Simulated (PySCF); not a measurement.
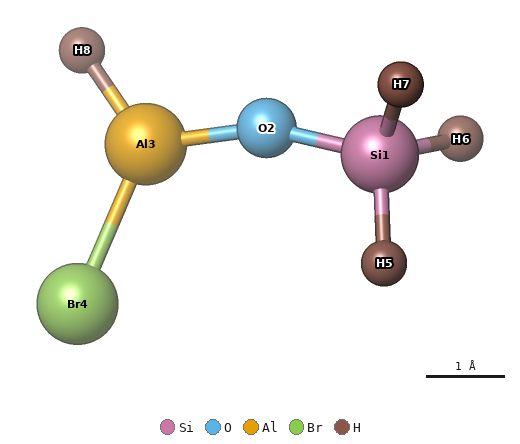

Fig. 1: The input geometry (ball-and-stick view, seen at a tilt; atoms are numbered from 1 in the order of the input). Sticks mark near contacts.

## Run report: AlSiH₄BrO, property calculation

AlSiH₄BrO, SMILES [SiH3][O][AlH][Br], computed with SVWN5/cc-pVDZ, RKS (PySCF 2.14.0).

The geometry comes from this level: PBE0-D4/def2-TZVP.

The program's output:
```
converged SCF energy = -3177.47967311858
E(SVWN5) = -3177.479673119
**** MO energy ****
MO #1   energy= -480.203037771215  occ= 2
MO #2   energy= -65.1571379773954  occ= 2
MO #3   energy= -61.7453594656983  occ= 2
MO #4   energy= -55.720216500801   occ= 2
MO #5   energy= -55.7188043186061  occ= 2
MO #6   energy= -55.7183719110821  occ= 2
MO #7   energy= -55.1600914935748  occ= 2
MO #8   energy= -18.6253888604288  occ= 2
MO #9   energy= -8.39060057412042  occ= 2
MO #10  energy= -6.28513883126967  occ= 2
MO #11  energy= -6.27972075565264  occ= 2
MO #12  energy= -6.27836012750838  occ= 2
MO #13  energy= -5.05342487888601  occ= 2
MO #14  energy= -3.9450787697124   occ= 2
MO #15  energy= -3.49702517655789  occ= 2
MO #16  energy= -3.49324690607556  occ= 2
MO #17  energy= -3.49320695924823  occ= 2
MO #18  energy= -2.5788290667119   occ= 2
MO #19  energy= -2.57557026570042  occ= 2
MO #20  energy= -2.57217869627915  occ= 2
MO #21  energy= -2.50604408007203  occ= 2
MO #22  energy= -2.50468471435201  occ= 2
MO #23  energy= -2.50368588846508  occ= 2
MO #24  energy= -2.49959217374143  occ= 2
MO #25  energy= -2.49954564188617  occ= 2
MO #26  energy= -0.899472086486597 occ= 2
MO #27  energy= -0.710967929865971 occ= 2
MO #28  energy= -0.51973396416072  occ= 2
MO #29  energy= -0.415982275787755 occ= 2
MO #30  energy= -0.361427156773845 occ= 2
MO #31  energy= -0.357595224253559 occ= 2
MO #32  energy= -0.354350998976219 occ= 2
MO #33  energy= -0.303930360221783 occ= 2
MO #34  energy= -0.286763777309483 occ= 2
MO #35  energy= -0.275114411993653 occ= 2
MO #36  energy= -0.273259651091383 occ= 2
MO #37  energy= -0.269597259171037 occ= 2
MO #38  energy= -0.0712228044410157 occ= 0
MO #39  energy= -0.051222219757673 occ= 0
MO #40  energy= -0.00605482076564146 occ= 0
MO #41  energy= 0.0311548204189704 occ= 0
MO #42  energy= 0.0436101457804897 occ= 0
MO #43  energy= 0.0444721731022213 occ= 0
MO #44  energy= 0.0546657602037368 occ= 0
MO #45  energy= 0.0888341486911006 occ= 0
MO #46  energy= 0.118312288395169  occ= 0
MO #47  energy= 0.159578312647806  occ= 0
MO #48  energy= 0.166705345681096  occ= 0
MO #49  energy= 0.200058568918812  occ= 0
MO #50  energy= 0.210504536659874  occ= 0
MO #51  energy= 0.225889367387001  occ= 0
MO #52  energy= 0.240810569450582  occ= 0
MO #53  energy= 0.274708743108459  occ= 0
MO #54  energy= 0.276166036541168  occ= 0
MO #55  energy= 0.307410720645741  occ= 0
MO #56  energy= 0.316497387350777  occ= 0
MO #57  energy= 0.346083345256184  occ= 0
MO #58  energy= 0.350244269455872  occ= 0
MO #59  energy= 0.407439090003371  occ= 0
MO #60  energy= 0.428328577641772  occ= 0
MO #61  energy= 0.432869432415057  occ= 0
MO #62  energy= 0.44894446381653   occ= 0
MO #63  energy= 0.489845202258175  occ= 0
MO #64  energy= 0.524398053813262  occ= 0
MO #65  energy= 0.526929250007911  occ= 0
MO #66  energy= 0.531876273090051  occ= 0
MO #67  energy= 0.550105617197486  occ= 0
MO #68  energy= 0.583231572914503  occ= 0
MO #69  energy= 0.604356518602563  occ= 0
MO #70  energy= 0.64079460678952   occ= 0
MO #71  energy= 0.659519092955994  occ= 0
MO #72  energy= 0.785904929417587  occ= 0
MO #73  energy= 0.815811780649468  occ= 0
MO #74  energy= 0.820021291020941  occ= 0
MO #75  energy= 0.860738573932374  occ= 0
MO #76  energy= 0.987966689595582  occ= 0
MO #77  energy= 1.06441625729537   occ= 0
MO #78  energy= 1.11068851843894   occ= 0
MO #79  energy= 1.17363934887647   occ= 0
MO #80  energy= 1.33912078831034   occ= 0
MO #81  energy= 1.35103542720499   occ= 0
MO #82  energy= 1.36508084827325   occ= 0
MO #83  energy= 1.38587055552601   occ= 0
MO #84  energy= 1.49548225257019   occ= 0
MO #85  energy= 1.5782769849828    occ= 0
MO #86  energy= 1.58562502166373   occ= 0
MO #87  energy= 1.66503518516319   occ= 0
MO #88  energy= 1.75155367841719   occ= 0
MO #89  energy= 1.80292499482165   occ= 0
MO #90  energy= 1.84527642613891   occ= 0
MO #91  energy= 1.90218062763839   occ= 0
MO #92  energy= 1.90558320820548   occ= 0
MO #93  energy= 2.52253010832752   occ= 0
MO #94  energy= 2.53873916859347   occ= 0
MO #95  energy= 2.60155272622039   occ= 0
MO #96  energy= 2.66542548677205   occ= 0
MO #97  energy= 2.92438634647752   occ= 0
 ** Mulliken atomic charges  **
charge of    0Si =      0.59767
charge of    1O =     -0.75206
charge of    2Al =      0.73236
charge of    3Br =     -0.27783
charge of    4H =     -0.07305
charge of    5H =     -0.07177
charge of    6H =     -0.07133
charge of    7H =     -0.08398
Dipole moment(X, Y, Z, Debye):  0.60822,  0.22176,  0.75792
Traceless quadrupole moment (Debye*A):

IAO charges [ 0.7033 -0.8334  0.8461 -0.281  -0.0976 -0.0964 -0.0958 -0.1453]
```

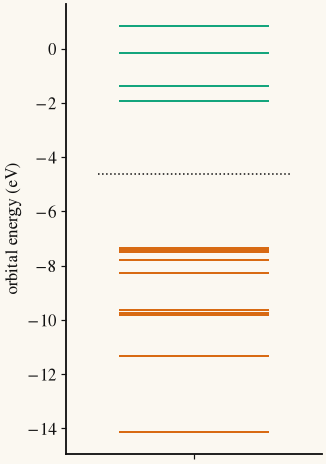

Fig. 2: Orbital energies near the frontier; the dotted line parts filled from empty levels, and levels within 0.02 eV of each other stand side by side. Highest filled −7.34 eV, lowest empty −1.94 eV, 5.40 eV apart.

The run was set up as follows.

Input file (calc.py):
```python
# [SiH3][O][AlH][Br]
import numpy
from pyscf import gto, scf, dft, lo

molecule = gto.M(
    atom='''
Si     0.472809     2.701552    -0.036661
O      0.425755    -0.311805     0.608681
Al    -0.255680    -3.390736     0.397598
Br    -2.804165    -4.690300    -2.744071
H     -0.820708     3.215180    -2.477053
H     -0.829779     4.115257     2.009913
H      3.136001     3.573472    -0.208815
H      0.849999    -5.320902     2.345339
''',
    basis='cc-pvdz',
    max_memory=1860,
    spin=0,
    verbose=3,
    unit='bohr',
)

ks = dft.RKS(molecule)
ks.xc = 'svwn'
ks.conv_tol = 0.01
ks.grids.level = 4
ks.kernel()

e_tot = ks.e_tot
print('E(%s) = %.9f' % ('SVWN5', e_tot))
ks.analyze()
quad = ks.quad_moment()
occ = ks.mo_coeff[:, ks.mo_occ > 0]
iaos = lo.vec_lowdin(lo.iao.iao(molecule, occ), ks.get_ovlp())
c = iaos.T @ ks.get_ovlp() @ occ
pop_iao, q_iao = scf.hf.mulliken_pop(lo.iao.reference_mol(molecule), (c * ks.mo_occ[ks.mo_occ > 0]) @ c.T, numpy.eye(c.shape[0]), verbose=0)
print('IAO charges', numpy.round(q_iao, 4))
```

Command:
```bash
OMP_NUM_THREADS=1 python calc.py
```

Key numbers:

| quantity | value |
| --- | --- |
| outcome | converged |
| total energy | −3177.479673 hartree |
| basis functions | 97 |
| HOMO | −7.34 eV |
| LUMO | −1.94 eV |
| dipole moment | 1.00 D |
| hardware | 1 thread of Arm Neoverse V1, 24 GiB of memory available, shared host |
| wall time | 8.1 s |
| peak memory | 0.33 GiB |
